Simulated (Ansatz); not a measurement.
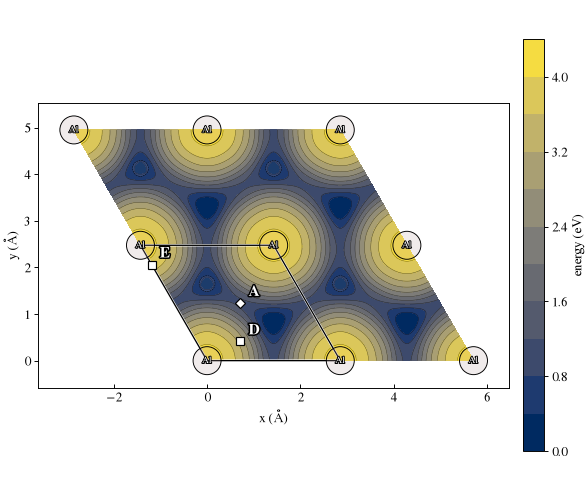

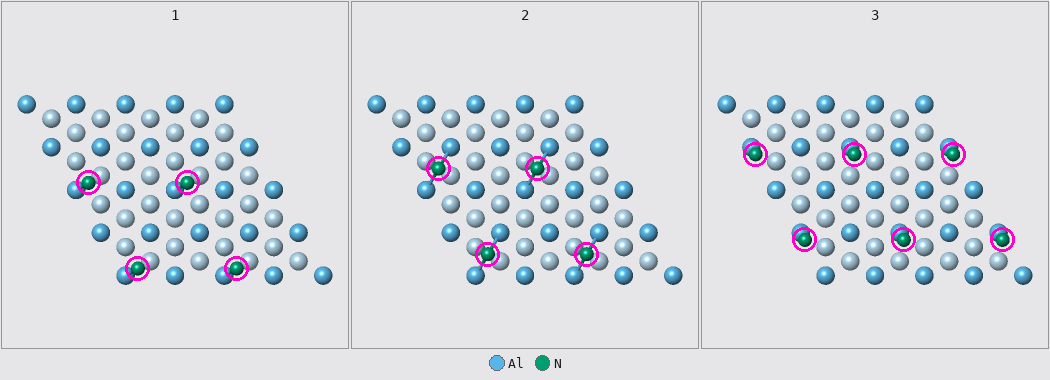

N on an Al(111) slab cut from the Fm-3m phase, its upper half relaxed before the scan (12 atoms of substrate and one adsorbate in a 2 × 2 cell). 
- N is moved over the surface cell; relaxed at each place: the height of the adsorbate's atoms; substrate rigid; the origin of the map has the adsorbate above Al9.
- Places are given modulo a cell vector. The map is drawn in real space over the plane of the surface.
- The scan uses a 6 × 6 grid; 10 points were computed and 26 follow by symmetry.
- Places are given in fractions of the 1 × 1 surface cell.
- All energies are given in eV relative to the lowest grid point.
- These are results of DFT PBE, scalar-relativistic, plane waves, PAW (Ansatz), not measurements. Settings: cutoff 420 eV, k-mesh 6×6×1, gaussian smearing 0.1 eV, no spin polarisation.

In the figure: filled contours, labelled circles for the atoms of the top layer and small ones for the second layer, the outline of one cell of the 2 × 2 shown, lettered points. Between grid points the surface is interpolated. The numbered pictures are the structures at these points, in random order. Rings mark the moved atoms.

### Which structure belongs to which point?

A is structure 2: a bridge site between two Al atoms, (3/6, 3/6) of the cell vectors, 1.12 eV; D is structure 1: (2/6, 1/6) of the cell vectors [nearest 1 Al at 1.72 Å], 3.03 eV; E is structure 3: (0/6, 5/6) of the cell vectors [nearest 1 Al at 1.74 Å], 3.83 eV.
